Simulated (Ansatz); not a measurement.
# ClCuH3P (Cu(PH3)Cl) (charge +1, doublet): what the fields show

Input file:

```
crystal:
  periodic: [false, false, false]
  atoms:
    - {symbol: Cu, position_ang: [0.280229, -0.319804, -1.453282]}
    - {symbol: P, position_ang: [0.036678, -0.039817, 0.767702]}
    - {symbol: H, position_ang: [-1.282015, -0.209718, 1.250080]}
    - {symbol: H, position_ang: [0.401218, 1.237799, 1.253074]}
    - {symbol: H, position_ang: [0.792758, -0.920641, 1.579523]}
    - {symbol: Cl, position_ang: [-0.228858, 0.252162, -3.397108]}
basis:
  gaussian: {orbitals: def2-TZVP, initial_orbitals: start.molden}
total_charge: 1
magnetization: {spin_polarized: true, initial_magnetization: 1}
hamiltonian: {xc: pbe0, dispersion: d4}
scf: {omitted_lower_state_checks: [starts]}
output: {orbitals: {seedname: orbitals}}
```

Run with:

```sh
ansatz run in.yaml --threads 4 --pin off --events-out ev --progress --plain --max-ram 3916MiB
```

Geometry: PBE-D4/def2-TZVP.

Method: UKS PBE0-D4/def2-TZVP in Ansatz 0.2.0.

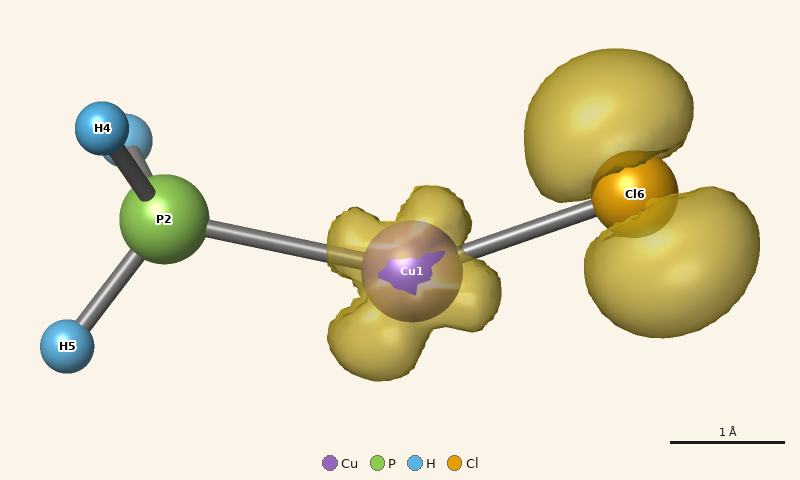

Figure 1. Isosurfaces of the spin density (α minus β) at +0.04 (yellow) and −0.04 e/Å³ (cyan), seen across its widest extent.

Which atoms carry the spin?

The unpaired spin (1 electron) lies mostly on Cl6 (about 0.5) and Cu1 (about 0.4), in electrons by Hirshfeld's partition. Only one sign reaches the isovalue.

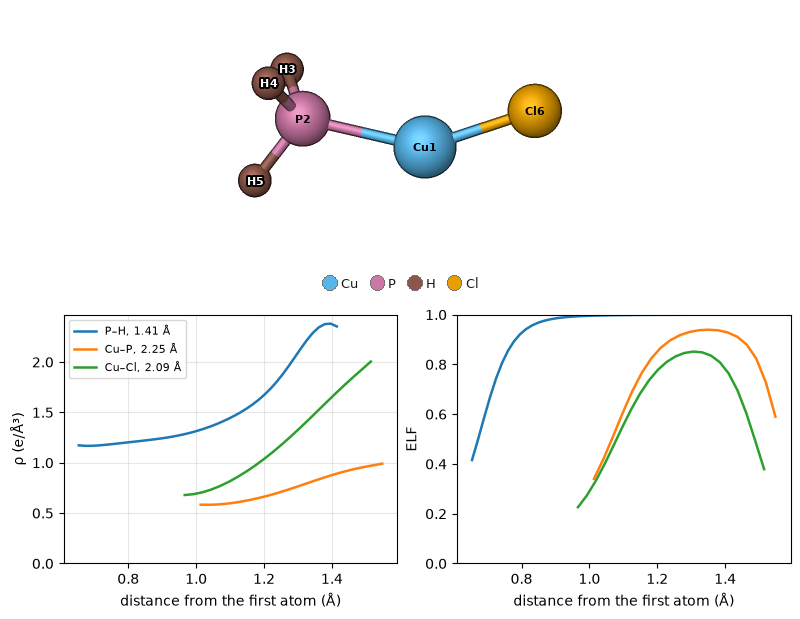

Figure 2. Electron density and ELF along straight lines between neighbouring atoms. The curves leave out the atomic cores. The structure is drawn too.

What can be read from the curves?

P–H (1.41 Å): ρ at the midpoint is about 1.2 e/Å³; the ELF climbs to about 1 towards the hydrogen, as it does in any bond to H.
Cu–P (2.25 Å): the density is about 0.61 e/Å³ at the midpoint; the ELF peaks at about 0.95 between the atoms.
Cu–Cl (2.09 Å): the density is about 0.73 e/Å³ at the midpoint; the ELF peaks at about 0.85 in the valence shell of Cl, 0.8 Å from its nucleus, and is about 0.40 at the midpoint.

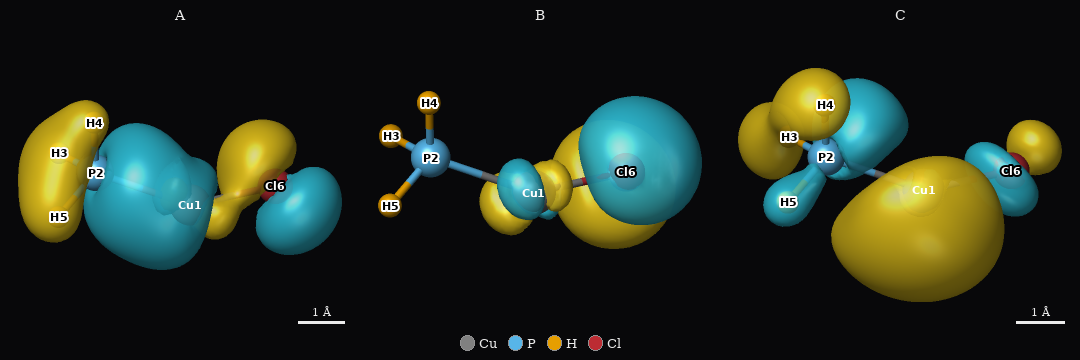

Figure 3. Three frontier orbitals at ±0.08 Å⁻³ᐟ² (yellow and cyan are the two phases), in no order.

Which picture is the HOMO−1, the HOMO and the LUMO? All are α orbitals.

A is the HOMO−1 (α) (−14.68 eV). It lies mainly on P2 (about 35 %), Cu1 (about 30 %) and Cl6 (about 30 %). B is the HOMO (α) (−14.22 eV). By Hirshfeld shares it lies mainly on Cl6 (about 85 %) and Cu1 (about 15 %); largely a lone pair of Cl6. C is the LUMO (α) (−6.29 eV). By Hirshfeld shares it lies mainly on Cu1 (about 55 %), P2 (about 25 %) and Cl6 (about 10 %).

What is the gap between the highest occupied and lowest empty α orbitals?

7.93 eV between the orbital energies.
